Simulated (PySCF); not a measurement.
# C₃H₅ClOSi: NMR shifts at several levels of theory, part 2 of 2

PySCF 2.14.0. Atoms count from 0. The steps go on from the part before.

**8. NMR shieldings: KT2/pcSseg-2**

Job settings and geometry (Å):

```
{"job": {"kind": "nmr", "xc": "KT2", "basis": "pcSseg-2", "pop": false}, "charge": 0, "multiplicity": 1}
C     -0.606038    -0.745062     1.262159
C     -0.308448    -0.042579     0.158853
C     -1.362222     0.697306    -0.558011
O     -1.133651     1.352679    -1.547350
Si     1.403667     0.110396    -0.608369
Cl     2.679727    -1.044647     0.556112
H     -1.632976    -0.782955     1.646776
H      0.158314    -1.301539     1.813591
H     -2.398564     0.619499    -0.139404
H      1.893083     1.512546    -0.573079
H      1.423349    -0.433578    -1.990497
```

With the program's defaults for keys left out, this is: GIAO KT2/pcSseg-2 NMR shielding, non-relativistic, gas phase.

The program printed:

```text
coarse grid: 10696 points
cycle   1  E = -951.2842439661  dE =  6.249e-01  |g| = 9.106e-01  |ddm| = 2.605e+00
cycle   2  E = -949.4451059353  dE =  1.839e+00  |g| = 2.691e+00  |ddm| = 5.885e+00
cycle   3  E = -951.3638807981  dE = -1.919e+00  |g| = 5.377e-01  |ddm| = 5.622e+00
cycle   4  E = -951.4311916457  dE = -6.731e-02  |g| = 2.716e-01  |ddm| = 7.796e-01
cycle   5  E = -951.4461997512  dE = -1.501e-02  |g| = 1.502e-01  |ddm| = 3.155e-01
cycle   6  E = -951.4517085654  dE = -5.509e-03  |g| = 3.929e-02  |ddm| = 1.347e-01
cycle   7  E = -951.4521462507  dE = -4.377e-04  |g| = 9.598e-03  |ddm| = 4.934e-02
cycle   8  E = -951.4521672768  dE = -2.103e-05  |g| = 2.581e-03  |ddm| = 1.431e-02
cycle   9  E = -951.4521688095  dE = -1.533e-06  |g| = 1.008e-03  |ddm| = 5.015e-03
final grid: 95368 points
cycle  10  E = -951.4797953261  dE = -3.803e-04  |g| = 2.194e-02  |ddm| = 1.711e-01
cycle  11  E = -951.4796890744  dE =  1.063e-04  |g| = 2.703e-02  |ddm| = 3.359e-02
cycle  12  E = -951.4797869057  dE = -9.783e-05  |g| = 1.720e-02  |ddm| = 3.186e-02
cycle  13  E = -951.4798448853  dE = -5.798e-05  |g| = 3.274e-03  |ddm| = 1.637e-02
cycle  14  E = -951.4798474791  dE = -2.594e-06  |g| = 9.850e-04  |ddm| = 5.086e-03
cycle  15  E = -951.4798477383  dE = -2.592e-07  |g| = 2.793e-04  |ddm| = 1.022e-03
cycle  16  E = -951.4798477572  dE = -1.887e-08  |g| = 8.428e-05  |ddm| = 2.370e-04
cycle  17  E = -951.4798477591  dE = -1.909e-09  |g| = 2.175e-05  |ddm| = 1.324e-04
cycle  18  E = -951.4798477592  dE = -1.178e-10  |g| = 3.374e-06  |ddm| = 3.207e-05
converged SCF energy = -951.4798477592

GIAO shielding tensors (ppm)
atom      isotropic    diamagn.    paramagn.     s11        s22        s33       span
  0 C       30.736     252.419    -221.683    -90.365     14.178    168.395    258.760
  1 C       31.960     261.043    -229.083    -51.640     11.522    136.000    187.640
  2 C       -9.565     245.479    -255.044    -83.470    -14.523     69.299    152.769
  3 O     -296.995     392.481    -689.476   -843.564   -368.957    321.536   1165.100
  4 Si     371.406     878.933    -507.527    319.077    363.969    431.172    112.095
  5 Cl    1008.303    1150.267    -141.964    995.204   1010.155   1019.550     24.345
  6 H       24.254      30.217      -5.963     21.148     24.785     26.829      5.681
  7 H       24.064      31.113      -7.049     19.359     22.999     29.835     10.476
  8 H       21.341      27.701      -6.360     19.947     20.708     23.369      3.422
  9 H       25.606      28.263      -2.657     21.706     24.386     30.725      9.019
 10 H       25.610      28.288      -2.678     21.690     24.406     30.733      9.043
```

It took 57 s on 1 thread of Arm Neoverse V1, shared host; peak memory 1 GiB.

Key values: δ C2 191.8, C0 151.5, C1 150.3, O3 621.4, H8 9.84, H7 7.11 ppm.

**9. Shielding tensors: KT3/pcSseg-2**

Same as in step 8 but for these lines:

```diff
@@ -1,2 +1,2 @@
-{"job": {"kind": "nmr", "xc": "KT2", "basis": "pcSseg-2", "pop": false}, "charge": 0, "multiplicity": 1}
+{"job": {"kind": "nmr", "xc": "KT3", "basis": "pcSseg-2", "pop": false}, "charge": 0, "multiplicity": 1}
 C     -0.606038    -0.745062     1.262159
```

Level: GIAO KT3/pcSseg-2 NMR shielding, non-relativistic, gas phase.

The program printed:

```text
coarse grid: 10696 points
cycle   1  E = -950.4789186981  dE =  6.087e-01  |g| = 9.158e-01  |ddm| = 2.568e+00
cycle   2  E = -948.5605064576  dE =  1.918e+00  |g| = 2.726e+00  |ddm| = 6.060e+00
cycle   3  E = -950.5511983717  dE = -1.991e+00  |g| = 5.701e-01  |ddm| = 5.816e+00
cycle   4  E = -950.6306631296  dE = -7.946e-02  |g| = 2.648e-01  |ddm| = 7.789e-01
cycle   5  E = -950.6434864227  dE = -1.282e-02  |g| = 1.634e-01  |ddm| = 3.079e-01
cycle   6  E = -950.6500680011  dE = -6.582e-03  |g| = 3.970e-02  |ddm| = 1.387e-01
cycle   7  E = -950.6505104682  dE = -4.425e-04  |g| = 1.019e-02  |ddm| = 4.829e-02
cycle   8  E = -950.6505346986  dE = -2.423e-05  |g| = 2.550e-03  |ddm| = 1.383e-02
cycle   9  E = -950.6505361979  dE = -1.499e-06  |g| = 1.051e-03  |ddm| = 5.223e-03
final grid: 95368 points
cycle  10  E = -950.6720469491  dE = -3.670e-04  |g| = 2.460e-02  |ddm| = 1.446e-01
cycle  11  E = -950.6719189629  dE =  1.280e-04  |g| = 3.075e-02  |ddm| = 4.439e-02
cycle  12  E = -950.6720202280  dE = -1.013e-04  |g| = 1.980e-02  |ddm| = 4.803e-02
cycle  13  E = -950.6721032738  dE = -8.305e-05  |g| = 2.939e-03  |ddm| = 1.932e-02
cycle  14  E = -950.6721056636  dE = -2.390e-06  |g| = 4.995e-04  |ddm| = 3.665e-03
cycle  15  E = -950.6721057104  dE = -4.678e-08  |g| = 2.532e-04  |ddm| = 6.415e-04
cycle  16  E = -950.6721057263  dE = -1.592e-08  |g| = 9.435e-05  |ddm| = 2.862e-04
cycle  17  E = -950.6721057287  dE = -2.418e-09  |g| = 2.213e-05  |ddm| = 1.320e-04
cycle  18  E = -950.6721057288  dE = -1.162e-10  |g| = 5.393e-06  |ddm| = 3.170e-05
converged SCF energy = -950.6721057288

GIAO shielding tensors (ppm)
atom      isotropic    diamagn.    paramagn.     s11        s22        s33       span
  0 C       31.266     254.004    -222.739    -89.664     16.788    166.673    256.337
  1 C       34.035     259.838    -225.803    -50.687     14.092    138.700    189.386
  2 C       -8.540     246.631    -255.171    -84.374    -11.801     70.554    154.928
  3 O     -290.947     395.231    -686.177   -832.653   -362.755    322.568   1155.221
  4 Si     379.335     878.477    -499.141    331.243    372.515    434.248    103.005
  5 Cl    1004.537    1150.581    -146.044    989.375   1007.681   1016.556     27.180
  6 H       24.433      30.517      -6.084     21.324     24.979     26.996      5.673
  7 H       24.234      31.352      -7.119     19.512     23.142     30.046     10.534
  8 H       21.496      27.779      -6.283     20.146     20.897     23.446      3.300
  9 H       25.993      28.940      -2.947     22.122     24.783     31.072      8.950
 10 H       25.997      28.966      -2.969     22.107     24.804     31.080      8.973
```

It took 57 s on 1 thread of Arm Neoverse V1, shared host; peak memory 1 GiB.

In short: δ C2 189.9, C0 150.0, C1 147.3, O3 614.7, H8 9.86, H7 7.12 ppm.

**10. NMR shieldings: B97-D/pcSseg-2**

Same as in step 9 but for these lines:

```diff
@@ -1,2 +1,2 @@
-{"job": {"kind": "nmr", "xc": "KT3", "basis": "pcSseg-2", "pop": false}, "charge": 0, "multiplicity": 1}
+{"job": {"kind": "nmr", "xc": "B97-D", "basis": "pcSseg-2", "pop": false}, "charge": 0, "multiplicity": 1}
 C     -0.606038    -0.745062     1.262159
```

Level: GIAO B97-D/pcSseg-2 NMR shielding, non-relativistic, gas phase.

The program printed:

```text
coarse grid: 10696 points
cycle   1  E = -942.0989212366  dE =  5.829e-01  |g| = 9.089e-01  |ddm| = 2.565e+00
cycle   2  E = -940.2107831915  dE =  1.888e+00  |g| = 2.732e+00  |ddm| = 5.386e+00
cycle   3  E = -942.1619314762  dE = -1.951e+00  |g| = 5.903e-01  |ddm| = 5.125e+00
cycle   4  E = -942.2478111988  dE = -8.588e-02  |g| = 2.607e-01  |ddm| = 7.684e-01
cycle   5  E = -942.2589744163  dE = -1.116e-02  |g| = 1.711e-01  |ddm| = 3.011e-01
cycle   6  E = -942.2661567952  dE = -7.182e-03  |g| = 3.929e-02  |ddm| = 1.392e-01
cycle   7  E = -942.2665880195  dE = -4.312e-04  |g| = 1.030e-02  |ddm| = 4.667e-02
cycle   8  E = -942.2666120078  dE = -2.399e-05  |g| = 2.491e-03  |ddm| = 1.336e-02
cycle   9  E = -942.2666133596  dE = -1.352e-06  |g| = 1.020e-03  |ddm| = 5.196e-03
final grid: 95368 points
cycle  10  E = -942.2591000159  dE = -1.144e-04  |g| = 1.424e-02  |ddm| = 7.199e-02
cycle  11  E = -942.2589922835  dE =  1.077e-04  |g| = 2.575e-02  |ddm| = 2.890e-02
cycle  12  E = -942.2591072571  dE = -1.150e-04  |g| = 1.016e-02  |ddm| = 2.630e-02
cycle  13  E = -942.2591260443  dE = -1.879e-05  |g| = 2.042e-03  |ddm| = 1.015e-02
cycle  14  E = -942.2591270061  dE = -9.618e-07  |g| = 8.143e-04  |ddm| = 3.137e-03
cycle  15  E = -942.2591271915  dE = -1.853e-07  |g| = 1.315e-04  |ddm| = 6.590e-04
cycle  16  E = -942.2591271951  dE = -3.657e-09  |g| = 4.624e-05  |ddm| = 1.866e-04
cycle  17  E = -942.2591271957  dE = -5.648e-10  |g| = 1.089e-05  |ddm| = 7.325e-05
converged SCF energy = -942.2591271957

GIAO shielding tensors (ppm)
atom      isotropic    diamagn.    paramagn.     s11        s22        s33       span
  0 C       22.529     253.436    -230.907   -102.260      5.899    163.946    266.206
  1 C       25.174     258.744    -233.570    -63.492      3.378    135.638    199.130
  2 C      -18.818     246.756    -265.574    -95.766    -27.458     66.771    162.536
  3 O     -315.725     395.919    -711.645   -894.626   -379.441    326.891   1221.517
  4 Si     358.340     877.416    -519.075    308.597    351.896    414.528    105.931
  5 Cl     997.701    1149.691    -151.990    983.668   1000.102   1009.332     25.664
  6 H       24.368      30.681      -6.313     21.170     25.074     26.859      5.689
  7 H       24.131      31.333      -7.202     19.009     23.250     30.134     11.125
  8 H       21.340      28.436      -7.096     20.156     20.502     23.361      3.206
  9 H       25.985      28.798      -2.813     22.133     24.791     31.032      8.899
 10 H       25.990      28.826      -2.836     22.118     24.811     31.041      8.924
```

It took 54 s on 1 thread of Arm Neoverse V1, shared host; peak memory 1 GiB.

Key values: δ C2 197.8, C0 156.5, C1 153.9, O3 640.9, H8 10.06, H7 7.26 ppm.

**11. NMR shieldings: B3LYP/pcSseg-2**

Same as in step 10 but for these lines:

```diff
@@ -1,2 +1,2 @@
-{"job": {"kind": "nmr", "xc": "B97-D", "basis": "pcSseg-2", "pop": false}, "charge": 0, "multiplicity": 1}
+{"job": {"kind": "nmr", "xc": "B3LYP", "basis": "pcSseg-2", "pop": false}, "charge": 0, "multiplicity": 1}
 C     -0.606038    -0.745062     1.262159
```

Level: GIAO B3LYP/pcSseg-2 NMR shielding, non-relativistic, gas phase.

The program printed:

```text
coarse grid: 10696 points
cycle   1  E = -942.2736756850  dE =  6.358e-01  |g| = 8.441e-01  |ddm| = 2.493e+00
cycle   2  E = -941.6689463354  dE =  6.047e-01  |g| = 1.894e+00  |ddm| = 4.264e+00
cycle   3  E = -942.4020654488  dE = -7.331e-01  |g| = 2.299e-01  |ddm| = 3.763e+00
cycle   4  E = -942.4128683583  dE = -1.080e-02  |g| = 9.881e-02  |ddm| = 2.803e-01
cycle   5  E = -942.4150786727  dE = -2.210e-03  |g| = 3.155e-02  |ddm| = 1.130e-01
cycle   6  E = -942.4153013072  dE = -2.226e-04  |g| = 1.123e-02  |ddm| = 3.126e-02
cycle   7  E = -942.4153316449  dE = -3.034e-05  |g| = 2.751e-03  |ddm| = 1.092e-02
cycle   8  E = -942.4153332518  dE = -1.607e-06  |g| = 7.690e-04  |ddm| = 3.188e-03
final grid: 95368 points
cycle   9  E = -942.4218332683  dE = -4.134e-05  |g| = 4.504e-03  |ddm| = 3.093e-02
cycle  10  E = -942.4218247883  dE =  8.480e-06  |g| = 7.719e-03  |ddm| = 7.481e-03
cycle  11  E = -942.4218371344  dE = -1.235e-05  |g| = 1.859e-03  |ddm| = 5.987e-03
cycle  12  E = -942.4218377855  dE = -6.511e-07  |g| = 2.616e-04  |ddm| = 2.132e-03
cycle  13  E = -942.4218377990  dE = -1.353e-08  |g| = 9.126e-05  |ddm| = 3.537e-04
cycle  14  E = -942.4218378006  dE = -1.547e-09  |g| = 3.301e-05  |ddm| = 1.043e-04
cycle  15  E = -942.4218378008  dE = -2.356e-10  |g| = 1.182e-05  |ddm| = 3.254e-05
converged SCF energy = -942.4218378008

GIAO shielding tensors (ppm)
atom      isotropic    diamagn.    paramagn.     s11        s22        s33       span
  0 C       16.137     251.921    -235.784   -118.284      2.527    164.167    282.451
  1 C       18.869     257.506    -238.637    -78.148     -2.046    136.802    214.950
  2 C      -26.670     244.921    -271.590   -111.237    -36.892     68.120    179.356
  3 O     -345.989     395.093    -741.082   -955.438   -419.023    336.493   1291.930
  4 Si     347.548     876.148    -528.601    300.506    339.911    402.226    101.720
  5 Cl     999.701    1148.718    -149.017    985.697    999.388   1014.018     28.320
  6 H       24.323      30.802      -6.479     21.026     24.946     26.998      5.972
  7 H       24.069      31.355      -7.286     18.979     23.040     30.189     11.211
  8 H       21.448      28.699      -7.251     20.265     20.691     23.389      3.123
  9 H       26.048      28.460      -2.412     22.160     24.834     31.151      8.992
 10 H       26.052      28.489      -2.437     22.141     24.858     31.158      9.017
```

Wall time 38 s (1 thread of Arm Neoverse V1, shared host); peak memory 1.2 GiB.

This run: δ C2 205.9, C0 163.1, C1 160.3, O3 671.8, H8 9.94, H7 7.32 ppm.

**12. Run by run: NMR shifts**

Shifts (ppm) of some atoms, chosen among heavy atoms and hydrogens apart, means over like atoms, with basis size and wall time:

```
           run     C2     C0     C1     H8    H9     O3  Cl5  functions  time
   HF/pcSseg-2  202.8  163.9  151.2   9.37  4.94  640.0  -94        300  23 s
  LDA/pcSseg-2  213.5  169.7  168.2  10.29  5.83  706.8  -54        300  47 s
  PBE/pcSseg-2  204.6  162.5  159.9  10.21  5.59  675.8  -63        300  54 s
 BLYP/pcSseg-2  204.1  160.9  160.8  10.15  5.49  670.2  -65        300  54 s
 BP86/pcSseg-2  203.7  161.8  159.4  10.17  5.58  668.8  -66        300  54 s
 OPBE/pcSseg-2  197.4  158.0  151.5  10.19  5.50  652.1  -63        300  57 s
  KT2/pcSseg-2  191.8  151.5  150.3   9.84  5.57  621.4  -66        300  57 s
  KT3/pcSseg-2  189.9  150.0  147.3   9.86  5.36  614.7  -67        300  57 s
B97-D/pcSseg-2  197.8  156.5  153.9  10.06  5.41  640.9  -71        300  54 s
B3LYP/pcSseg-2  205.9  163.1  160.3   9.94  5.34  671.8  -72        300  38 s
```

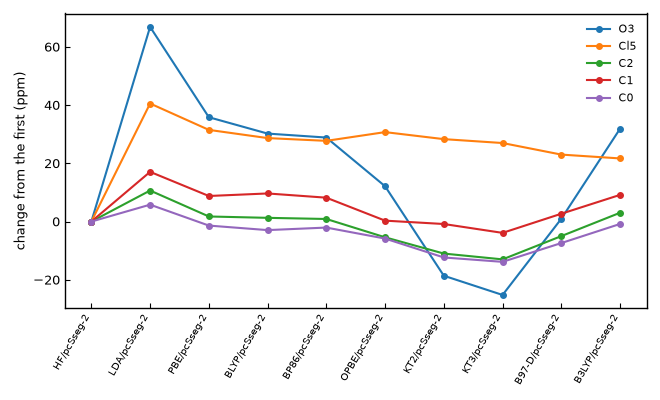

How five of the tabulated atoms move from run to run.

**13. Results**

What follows sums up all 2 parts.

```
                                                            quantity                       value
                                13C shifts against TMS (HF/pcSseg-2)     202.8, 163.9, 151.2 ppm
1H shifts against TMS (HF/pcSseg-2, means over atoms taken as alike)  9.37, 7.48, 7.21, 4.94 ppm
                                17O shifts against H2O (HF/pcSseg-2)                   640.0 ppm
                               29Si shifts against TMS (HF/pcSseg-2)                   -25.7 ppm
                               35Cl shifts against HCl (HF/pcSseg-2)                     -94 ppm
                                            range of the shift of O3          614.7 to 706.8 ppm
```

Single values in the summary come from the first sound run of each kind (HF/pcSseg-2), which need not be the best level. C2 (aldehyde carbonyl carbon) lies farthest downfield among carbon, at 202.8 ppm; the double bond to the heteroatom, with no lone-pair donor beside it, deshields it most. The most deshielded hydrogen is H8 (hydrogen on an aldehyde carbonyl carbon), at 9.37 ppm: the C=O anisotropy and electron withdrawal place aldehyde protons far downfield. At HF/pcSseg-2: Shielding is most anisotropic at O3 (span 1245 ppm, paramagnetic term -709 ppm). Across the 10 runs the shift of O3 moves most, between 614.7 (KT3/pcSseg-2) and 706.8 ppm (LDA/pcSseg-2).
